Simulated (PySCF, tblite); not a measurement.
# C5H2FNO: dynamics, then NMR shifts on frames

Aim: move C5H2FNO (`C#Cc1ncoc1F`) away from its starting geometry and see how NMR shifts follow the geometry.

The runs use tblite 0.8.0 and PySCF 2.14.0, with density-fitted response routines of our own; the level of theory stands in each step. All values are computed, except where a source is named. Atoms are numbered from 0 throughout.

## 1. The molecule as given

10 atoms, charge 0, multiplicity 1; geometry from: GFN2-xTB.

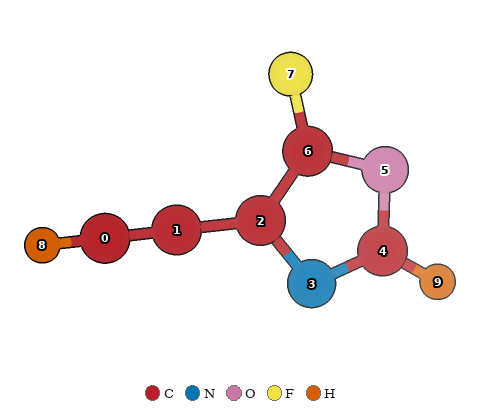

The starting geometry (carbon red, nitrogen blue, oxygen pink, fluorine yellow, hydrogen orange), atoms numbered.

## 2. Thermal motion with GFN2-xTB

What the job is given:

```
{"job": {"kind": "md", "xc": "GFN2-xTB", "basis": "xTB", "temperature": 400, "steps": 2000, "every": 50, "frames": 5}, "charge": 0, "multiplicity": 1}
C     -2.653917    -0.749637     0.081529
C     -1.496272    -0.455770    -0.030967
C     -0.138082    -0.116874    -0.163115
N      0.893469    -1.028108    -0.124589
C      1.968805    -0.341927    -0.279719
O      1.770428     0.981740    -0.424350
C      0.435179     1.112378    -0.349108
F     -0.072714     2.325739    -0.460629
H     -3.667479    -1.001225     0.179257
H      2.969465    -0.721661    -0.303679
```

Method: GFN2-xTB Langevin dynamics, gas phase.

The run is started by

```sh
OMP_NUM_THREADS=1 python probes_run.py task.json out
```

One launch serves the whole session: the jobs run in the order shown.

Log:

```text
t/fs     T/K      E/eV
    0.0   339.0   -635.72057
   25.0   232.4   -635.50453
   50.0   374.6   -635.55457
   75.0   300.3   -635.36429
  100.0   354.7   -635.36016
  125.0   287.7   -635.26446
  150.0   302.7   -635.16552
  175.0   296.8   -635.24442
  200.0   373.7   -635.27978
  225.0   318.4   -635.28140
  250.0   287.9   -635.33851
  275.0   380.4   -635.27114
  300.0   461.1   -635.38980
  325.0   292.5   -635.27824
  350.0   359.6   -635.16885
  375.0   295.6   -635.20253
  400.0   278.0   -635.35662
  425.0   330.3   -635.34092
  450.0   405.0   -635.37546
  475.0   442.1   -635.28525
  500.0   317.6   -635.23116
  525.0   300.7   -635.13219
  550.0   358.5   -635.19216
  575.0   368.4   -635.19859
  600.0   311.2   -635.17303
  625.0   384.0   -635.18192
  650.0   501.5   -635.38637
  675.0   333.2   -635.31145
  700.0   498.5   -635.33958
  725.0   521.6   -635.26712
  750.0   436.7   -635.25144
  775.0   439.7   -635.19175
  800.0   311.2   -635.17579
  825.0   428.4   -635.25433
  850.0   432.3   -635.23336
  875.0   520.5   -635.16157
  900.0   489.7   -635.15039
  925.0   503.0   -635.19689
  950.0   548.7   -635.08919
  975.0   634.2   -635.14940
 1000.0   435.6   -634.93684
```

Run time: 7.8 s. Hardware: 1 thread of Intel Xeon Platinum 8488C, shared host; peak memory 0.18 GiB.

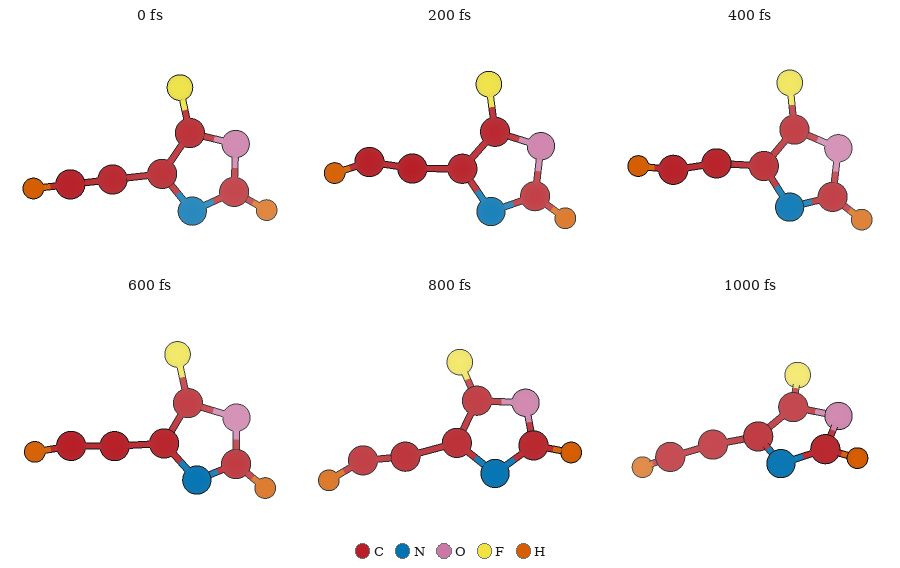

Frames of the run.

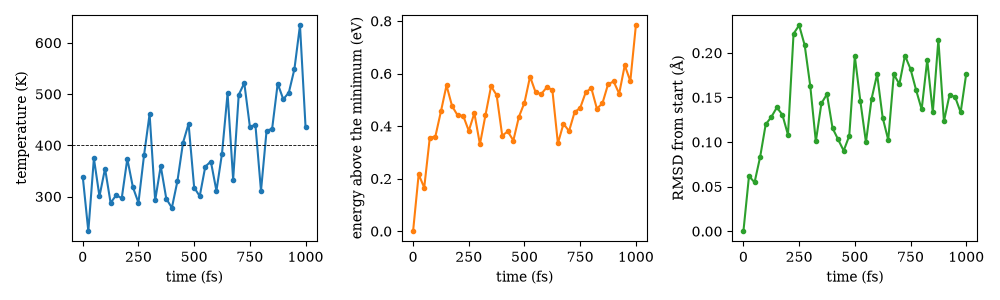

Temperature, potential energy and distance from the start.

Positions (Å) and forces (eV/Å) at 1000 fs:

```xyz
10

C    -3.426   -1.186   -0.453    2.341    0.579   -1.147
C    -2.352   -0.599   -0.257   -3.117   -1.392    0.205
C    -1.268    0.001    0.388    0.514    0.309   -0.767
N    -0.707   -0.350    1.584    1.140    0.478    0.745
C     0.433    0.259    1.608    1.197   -0.105    0.230
O     0.813    0.958    0.499   -2.983   -0.952    1.137
C    -0.358    0.829   -0.197    1.775    0.053    0.034
F    -0.215    1.461   -1.302   -0.833    0.905   -2.411
H    -4.005   -1.786   -1.158    0.290    0.746    1.151
H     1.243    0.331    2.300   -0.324   -0.621    0.822
```

## 3. Shielding tensors: 250 fs, PBE0/pcSseg-1

What the job is given:

```
{"job": {"kind": "nmr", "xc": "PBE0", "basis": "pcSseg-1", "pop": false}, "charge": 0, "multiplicity": 1}
C     -2.750800    -0.096300    -0.274000
C     -1.563400    -0.325900    -0.112300
C     -0.189200    -0.220100    -0.096800
N      0.817200    -1.137800     0.187700
C      1.918000    -0.567100    -0.089000
O      1.832000     0.696600    -0.458400
C      0.490900     0.922800    -0.402000
F     -0.014600     2.099700    -0.682300
H     -3.706000    -0.188700    -0.569400
H      2.884900    -0.899700     0.163700
```

With the program's defaults for keys left out, this is: GIAO PBE0/pcSseg-1 NMR shielding, non-relativistic, gas phase.

Log:

```text
coarse grid: 9904 points
cycle   1  E = -420.7558303672  dE =  1.924e+00  |g| = 7.068e-01  |ddm| = 3.453e+00
cycle   2  E = -420.6037235393  dE =  1.521e-01  |g| = 1.107e+00  |ddm| = 1.457e+00
cycle   3  E = -420.8555167378  dE = -2.518e-01  |g| = 1.556e-01  |ddm| = 9.394e-01
cycle   4  E = -420.8590455887  dE = -3.529e-03  |g| = 9.883e-02  |ddm| = 1.866e-01
cycle   5  E = -420.8611346187  dE = -2.089e-03  |g| = 2.775e-02  |ddm| = 7.187e-02
cycle   6  E = -420.8612884460  dE = -1.538e-04  |g| = 1.149e-02  |ddm| = 2.805e-02
cycle   7  E = -420.8613164977  dE = -2.805e-05  |g| = 2.964e-03  |ddm| = 9.740e-03
cycle   8  E = -420.8613183400  dE = -1.842e-06  |g| = 7.762e-04  |ddm| = 2.910e-03
final grid: 100592 points
cycle   9  E = -420.9247440411  dE = -2.381e-05  |g| = 1.006e-02  |ddm| = 4.075e-02
cycle  10  E = -420.9247037634  dE =  4.028e-05  |g| = 1.780e-02  |ddm| = 1.786e-02
cycle  11  E = -420.9247613883  dE = -5.762e-05  |g| = 2.168e-03  |ddm| = 1.218e-02
cycle  12  E = -420.9247623764  dE = -9.881e-07  |g| = 6.204e-04  |ddm| = 1.946e-03
cycle  13  E = -420.9247624561  dE = -7.974e-08  |g| = 2.219e-04  |ddm| = 5.621e-04
cycle  14  E = -420.9247624664  dE = -1.030e-08  |g| = 8.451e-05  |ddm| = 2.046e-04
cycle  15  E = -420.9247624680  dE = -1.605e-09  |g| = 1.356e-05  |ddm| = 7.395e-05
cycle  16  E = -420.9247624681  dE = -3.649e-11  |g| = 7.075e-06  |ddm| = 1.770e-05
converged SCF energy = -420.9247624681

GIAO shielding tensors (ppm)
atom      isotropic    diamagn.    paramagn.     s11        s22        s33       span
  0 C       81.815     262.628    -180.813      5.899     47.781    191.765    185.866
  1 C      107.108     249.503    -142.394      4.207     14.723    302.396    298.189
  2 C       80.443     260.303    -179.860     28.968     74.458    137.903    108.934
  3 N      -36.695     325.782    -362.477   -247.165    -82.361    219.441    466.606
  4 C       49.127     252.860    -203.733    -30.507     75.755    102.134    132.641
  5 O       28.183     399.763    -371.580    -78.832    -33.832    197.213    276.045
  6 C        5.060     254.639    -249.580    -77.922     36.333     56.768    134.690
  7 F      286.065     471.802    -185.737    201.987    274.586    381.623    179.636
  8 H       29.146      33.902      -4.757     24.816     26.184     36.437     11.621
  9 H       25.188      28.983      -3.795     20.762     25.582     29.220      8.458
```

Wall time 12 s (1 thread of Intel Xeon Platinum 8488C, shared host); peak memory 0.69 GiB.

Shifts follow as δ = σ(reference) − σ, with reference shieldings (ppm) from runs at the same level and on the same kind of geometry: 1H TMS 31.72, 13C TMS 186.9, 19F CFCl3 170.9, 15N NH3 267.7, 17O H2O 336.1. The references are single molecules in the gas phase, so shifts against H2O, NH3, PH3, H3PO4 or CFCl3 are not on the usual liquid scales and can be off by tens of ppm. Each atom is listed at this fixed geometry, with no averaging over motion; a spectrum would average atoms that exchange fast.

| atoms | environment | σ (ppm) | δ (ppm) |
| --- | --- | --- | --- |
| C6 | aromatic carbon bearing fluorine | 5.1 | 181.9 |
| C4 | aromatic CH between two ring heteroatoms | 49.1 | 137.8 |
| C2 | substituted aromatic carbon next to a ring nitrogen | 80.4 | 106.5 |
| C0 | terminal alkyne carbon | 81.8 | 105.1 |
| C1 | alkyne carbon | 107.1 | 79.8 |
| H9 | hydrogen on an aromatic CH between two ring heteroatoms | 25.19 | 6.53 |
| H8 | hydrogen on a terminal alkyne carbon | 29.15 | 2.57 |
| N3 | pyridine-type nitrogen of an azole | -36.7 | 304.4 |
| O5 | aromatic ring oxygen | 28.2 | 307.9 |
| F7 | aryl fluorine | 286.1 | -115.1 |

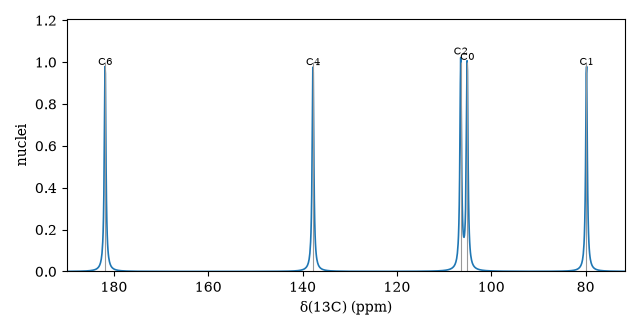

13C lines at the computed shifts, without couplings. Lines are broadened to a width of 0.41 ppm (Lorentzian).

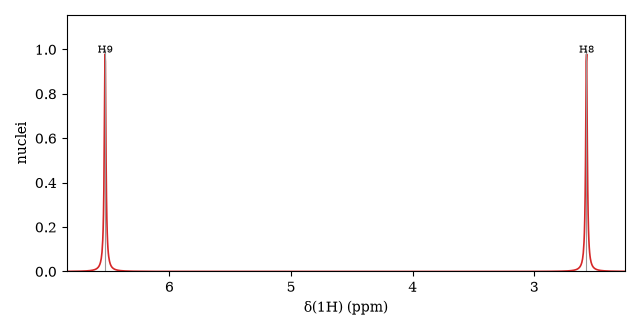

1H lines at the computed shifts, without couplings. Lines are broadened to a width of 0.02 ppm (Lorentzian).

Ring of atoms C2, N3, C4, O5, C6: NICS(0) -11.2, NICS(1) -9.0, NICS(1)zz -22.0 ppm (means of both faces).

## 4. Shielding tensors: 425 fs, PBE0/pcSseg-1

What the job is given:

```
{"job": {"kind": "nmr", "xc": "PBE0", "basis": "pcSseg-1", "pop": false}, "charge": 0, "multiplicity": 1}
C     -2.857200    -0.871100     0.074000
C     -1.713900    -0.594500    -0.165000
C     -0.310600    -0.354300    -0.047200
N      0.603600    -1.375800     0.291100
C      1.777200    -0.877700     0.005400
O      1.760100     0.357200    -0.577600
C      0.415000     0.695200    -0.610600
F      0.105100     1.832100    -1.201700
H     -3.948400    -1.142500     0.134600
H      2.762300    -1.293900     0.169900
```

Method: GIAO PBE0/pcSseg-1 NMR shielding, non-relativistic, gas phase.

Log:

```text
coarse grid: 9904 points
cycle   1  E = -420.7515488813  dE =  1.572e+00  |g| = 7.322e-01  |ddm| = 3.288e+00
cycle   2  E = -420.5857060118  dE =  1.658e-01  |g| = 1.159e+00  |ddm| = 1.756e+00
cycle   3  E = -420.8599555453  dE = -2.742e-01  |g| = 1.503e-01  |ddm| = 1.109e+00
cycle   4  E = -420.8630778728  dE = -3.122e-03  |g| = 1.013e-01  |ddm| = 2.146e-01
cycle   5  E = -420.8653076150  dE = -2.230e-03  |g| = 1.818e-02  |ddm| = 8.249e-02
cycle   6  E = -420.8653651933  dE = -5.758e-05  |g| = 8.467e-03  |ddm| = 2.175e-02
cycle   7  E = -420.8653807750  dE = -1.558e-05  |g| = 3.380e-03  |ddm| = 8.077e-03
cycle   8  E = -420.8653833449  dE = -2.570e-06  |g| = 7.581e-04  |ddm| = 3.563e-03
final grid: 100592 points
cycle   9  E = -420.9302190458  dE = -1.545e-05  |g| = 1.181e-02  |ddm| = 3.377e-02
cycle  10  E = -420.9301514383  dE =  6.761e-05  |g| = 2.225e-02  |ddm| = 2.110e-02
cycle  11  E = -420.9302431115  dE = -9.167e-05  |g| = 2.458e-03  |ddm| = 1.515e-02
cycle  12  E = -420.9302444489  dE = -1.337e-06  |g| = 5.372e-04  |ddm| = 2.056e-03
cycle  13  E = -420.9302445060  dE = -5.710e-08  |g| = 1.914e-04  |ddm| = 5.233e-04
cycle  14  E = -420.9302445130  dE = -6.930e-09  |g| = 9.216e-05  |ddm| = 1.918e-04
cycle  15  E = -420.9302445149  dE = -1.930e-09  |g| = 1.627e-05  |ddm| = 7.648e-05
cycle  16  E = -420.9302445149  dE = -4.979e-11  |g| = 7.835e-06  |ddm| = 2.079e-05
converged SCF energy = -420.9302445149

GIAO shielding tensors (ppm)
atom      isotropic    diamagn.    paramagn.     s11        s22        s33       span
  0 C       88.176     259.390    -171.215     16.228     38.685    209.614    193.387
  1 C      110.056     256.899    -146.843     12.405     19.480    298.282    285.877
  2 C       76.180     253.771    -177.591     27.496     70.018    131.026    103.530
  3 N      -59.332     326.040    -385.372   -263.956   -104.357    190.318    454.274
  4 C       34.415     252.782    -218.367    -52.688     63.058     92.874    145.562
  5 O       -7.567     399.583    -407.150   -115.346    -62.450    155.096    270.442
  6 C        5.409     252.329    -246.921    -65.308     27.190     54.344    119.652
  7 F      284.684     471.545    -186.862    199.340    277.975    376.735    177.395
  8 H       26.666      28.695      -2.029     22.652     23.268     34.078     11.426
  9 H       24.090      27.774      -3.684     20.412     24.593     27.265      6.853
```

Wall time 12 s (1 thread of Intel Xeon Platinum 8488C, shared host); peak memory 0.71 GiB.

In short: δ C6 181.5, C4 152.5, C2 110.7, C0 98.7, H9 7.63, H8 5.05 ppm.

[end of part 1 of 2]
